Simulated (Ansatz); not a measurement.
## Single-point calculation of C3H9ClSi

C3H9ClSi, computed with RKS PBE0-D4/def2-TZVPP (Ansatz 0.2.0).

The geometry comes from this level: PBE0-D4/def2-TZVP.

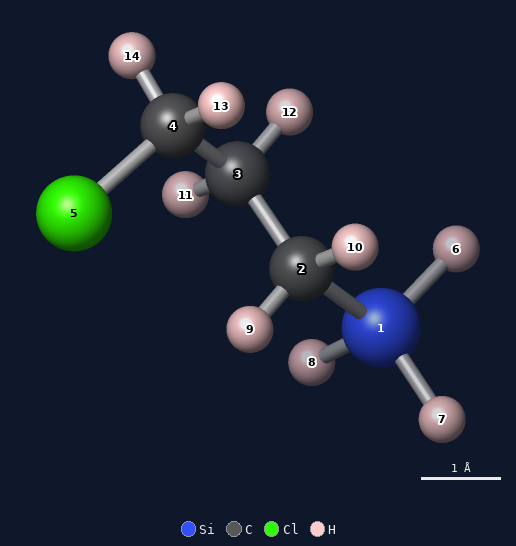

Figure 1. The input geometry (ball-and-stick view, seen at a tilt; atoms are numbered from 1 in the order of the input). Bond lengths as drawn: C–C 1.51 to 1.52 Å, C–Cl 1.79 Å, C–H 1.09 to 1.10 Å, C–Si 1.88 Å and H–Si 1.49 Å.

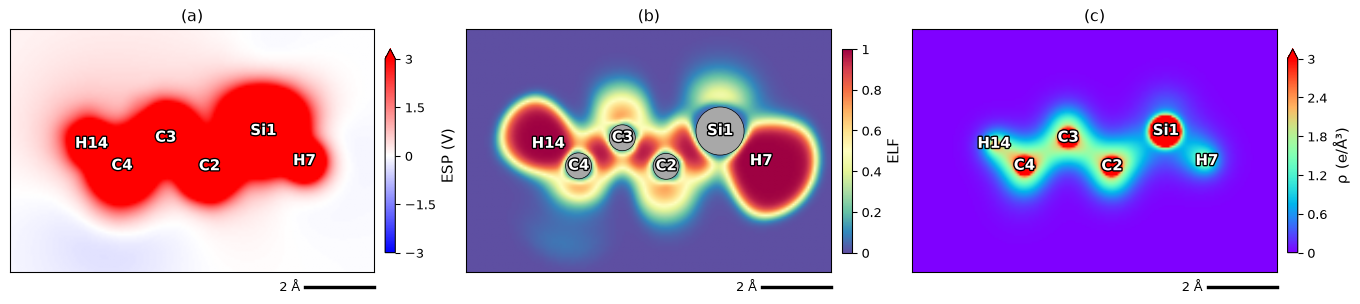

Figure 2. (a) electrostatic potential; (b) electron localisation function; (c) total electron density on the plane of atoms C3, C4 and H14. Grey discs, where drawn, cover atomic cores. The section cuts through Si, C and H sites.

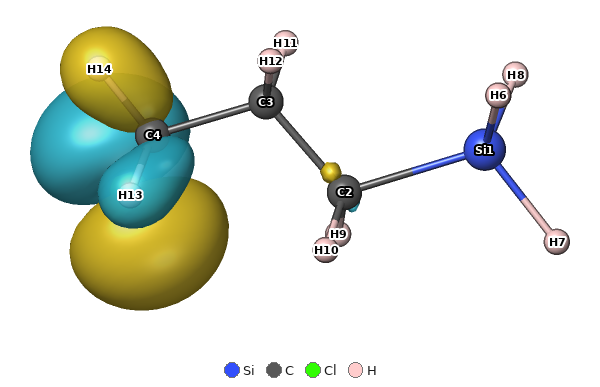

Figure 3. The HOMO at ±0.15 Å⁻³ᐟ² (yellow and cyan are the two phases), seen at a tilt. Its energy is −8.37 eV.

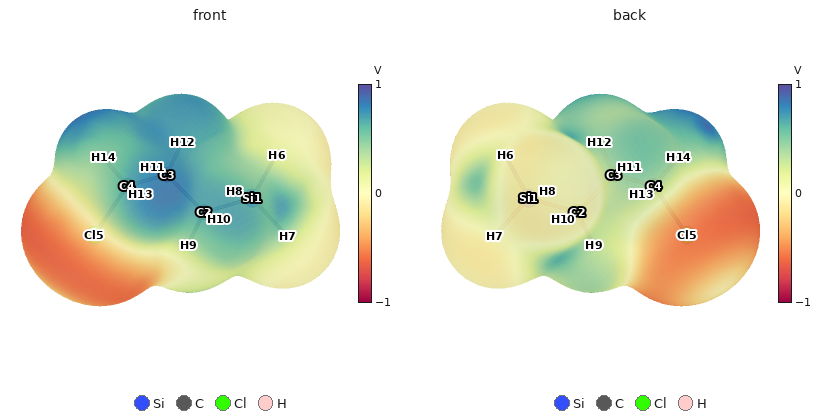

Figure 4. The electrostatic potential painted on the density surface at 0.001 e/bohr³, seen at a tilt and from behind; the colour scale runs from red (negative) to blue (positive).

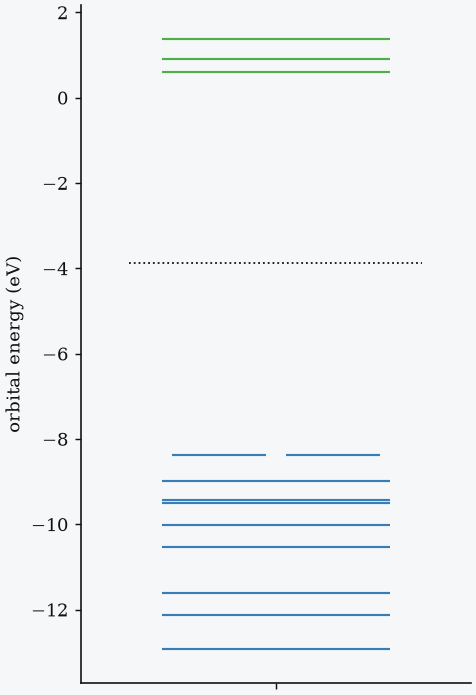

Figure 5. Orbital energies near the frontier; the dotted line parts filled from empty levels, and levels within 0.02 eV of each other stand side by side. Highest filled −8.37 eV, lowest empty 0.61 eV, 8.98 eV apart.

The input and output of the run follow.

## Input file
```yaml
crystal:
  periodic: [false, false, false]
  atoms:
    - {symbol: Si, position_ang: [-1.773684, 0.781864, 1.003694]}
    - {symbol: C, position_ang: [-0.264460, 0.651039, -0.102973]}
    - {symbol: C, position_ang: [0.490998, -0.662629, 0.049126]}
    - {symbol: C, position_ang: [1.709147, -0.780798, -0.840277]}
    - {symbol: Cl, position_ang: [1.276527, -0.791179, -2.574807]}
    - {symbol: H, position_ang: [-1.378361, 0.666627, 2.435146]}
    - {symbol: H, position_ang: [-2.458531, 2.086952, 0.804726]}
    - {symbol: H, position_ang: [-2.733480, -0.314535, 0.699717]}
    - {symbol: H, position_ang: [-0.587221, 0.775659, -1.141690]}
    - {symbol: H, position_ang: [0.399238, 1.495918, 0.115764]}
    - {symbol: H, position_ang: [-0.172849, -1.510385, -0.147815]}
    - {symbol: H, position_ang: [0.840960, -0.777314, 1.082711]}
    - {symbol: H, position_ang: [2.390327, 0.059024, -0.698776]}
    - {symbol: H, position_ang: [2.248089, -1.709543, -0.655845]}
basis:
  gaussian: {orbitals: def2-TZVPP}
hamiltonian: {xc: pbe0, dispersion: d4}
output: {orbitals: {seedname: orbitals}}
```

Run as:
```bash
ansatz run in.yaml --threads 4 --pin off --events-out ev --progress --plain --max-ram 10444MiB
```

## The program's output
```
Functional definition: PBE0
  name "PBE0"
  cite "Adamo & Barone, J. Chem. Phys. 110, 6158 (1999) doi:10.1063/1.478522"
  cite "Perdew, Burke & Ernzerhof, Phys. Rev. Lett. 77, 3865 (1996) doi:10.1103/PhysRevLett.77.3865"
  parent pbe
  parameter a = 0.25
  parameter kappa = 0.804
  parameter beta = 0.06672455060314922
  exchange = (1 - a)*pbe_x(kappa = kappa, mu = beta*pi^2/3) + a*exact_x
  correlation = pbe_c(beta = beta)
1687 factors; their error is unknown
mean field evaluation 1: about -23640.3092 eV, gradient 5.9e1 eV
mean field evaluation 2: about -23633.0893 eV, gradient 7.8e1 eV
mean field evaluation 4: about -23648.6057 eV, gradient 2.5e0 eV
mean field evaluation 8: about -23648.6189 eV, gradient 3.1e-2 eV
mean field evaluation 16: about -23648.6513 eV, gradient 5.6e-5 eV
mean field -23648.65129876 eV, -869.0719055979 hartree, gradient 5.6e-5 eV, S^2 0.000000; 0 other end points of the search recorded, 0 dependent functions left out
reference -23648.65133525 eV, -869.0719069389 hartree; 29, 29 occupied and 274, 274 virtual orbitals, 1687 factors
Total energy: -23648.91281394 eV, -869.0815161034 hartree
```

## Results in brief

| quantity | value |
| --- | --- |
| outcome | converged |
| total energy | −23648.9128 eV |
| mean-field energy | −23648.6513 eV |
| dispersion energy | −0.2615 eV |
| SCF solution under orbital rotations | stable |
| HOMO | −8.37 eV |
| LUMO | 0.61 eV |
| hardware | 4 threads of Intel Xeon @ 2.60GHz, 23 GiB of memory available, shared host |
| wall time | 3.8 s (CPU time 14 s) |
| peak memory | 0.92 GiB |
